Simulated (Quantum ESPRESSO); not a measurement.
Convergence study of the k-point mesh for CuAu (P4mm, 2 atoms in the cell)

```xyz
2
Lattice="2.8140 0.0000 0.0000 0.0000 2.8140 0.0000 0.0000 0.0000 3.6883" Properties=species:S:1:pos:R:3 pbc="T T T"
Cu     0.0000     0.0000     0.0500
Au     1.4070     1.4070     1.8442
```

Method of the run: PBEsol, GBRV 1.5 ultrasoft (PBESOL) pseudopotentials (plane waves; Quantum ESPRESSO).

Base settings: ecutwfc = 50 Ry; ecutrho = 400 Ry; occupations = smearing; smearing = fd; degauss = 0.0073499 Ry; potentials = {Cu: cu_pbesol_v1.2.uspp.F.UPF, Au: au_pbesol_v1.uspp.F.UPF}; K_POINTS = automatic 6 6 5 0 0 0; conv_thr = 1e-11 Ry; mixing_beta = 0.7.

Only quantities that move along the ladder and can be compared are tabulated.

The count of work is k-points × plane waves × bands × iterations; it is no time. 

The starting cell has typed, rounded lattice constants, without a prior relaxation at this level. Its lattice was rescaled by up to half a per cent. One atom was moved a little off its site on purpose. Spin polarisation is off. In the base run, with a pressure of about -5 GPa the cell is away from its equilibrium volume at this level. Without a gap this mesh is coarse (it stands for a supercell whose shortest vector is 17 Å).

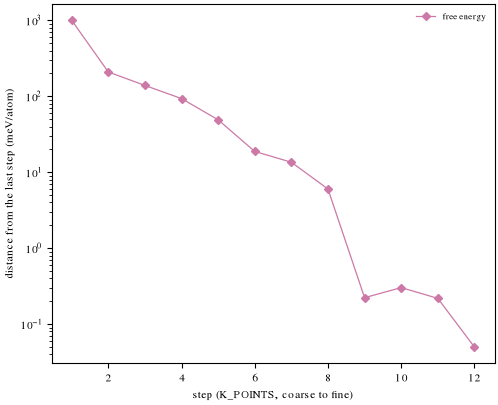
Figure: Distance from the last step along the ladder; very small values are drawn at a floor.

```csv
K_POINTS,free energy less the last step's (meV/atom),pressure (GPa),largest difference of a force vector from the last step's (eV/Å),count of work / last
automatic 2 2 2 0 0 0,1002.14,4.29,0.035,0.0089
automatic 3 3 2 0 0 0,-209.20,-7.06,0.012,0.0065
automatic 3 3 3 0 0 0,-139.14,-4.53,0.008,0.0071
automatic 4 4 3 0 0 0,93.40,-3.78,0.005,0.016
automatic 5 5 4 0 0 0,-49.10,-5.15,0.008,0.020
automatic 6 6 5 0 0 0,18.81,-4.52,0.002,0.033
automatic 7 7 5 0 0 0,-13.56,-4.90,0.000,0.036
automatic 8 8 6 0 0 0,6.02,-4.31,0.001,0.067
automatic 12 12 10 0 0 0,0.22,-4.61,0.001,0.20
automatic 15 15 12 0 0 0,0.30,-4.71,0.000,0.28
automatic 18 18 14 0 0 0,-0.22,-4.63,0.000,0.53
automatic 23 23 17 0 0 0,0.04,-4.65,0.000,0.77
automatic 25 25 19 0 0 0,0.00,-4.64,0.000,1.0
```

Coarsest K_POINTS that holds the free energy within 1 meV/atom of the last step, with all finer ones: automatic 12 12 10 0 0 0, at 0.20 of the last step's count of work; the step before is off by 6.0 meV/atom.

Coarsest K_POINTS that holds the forces within 0.02 eV/Å of the last step, with all finer ones: automatic 3 3 2 0 0 0, at 0.0065 of the last step's count of work; the step before is off by 0.035 eV/Å.

Coarsest K_POINTS that holds the pressure within 0.2 GPa of the last step, with all finer ones: automatic 12 12 10 0 0 0, at 0.20 of the last step's count of work; the step before is off by 0.34 GPa.
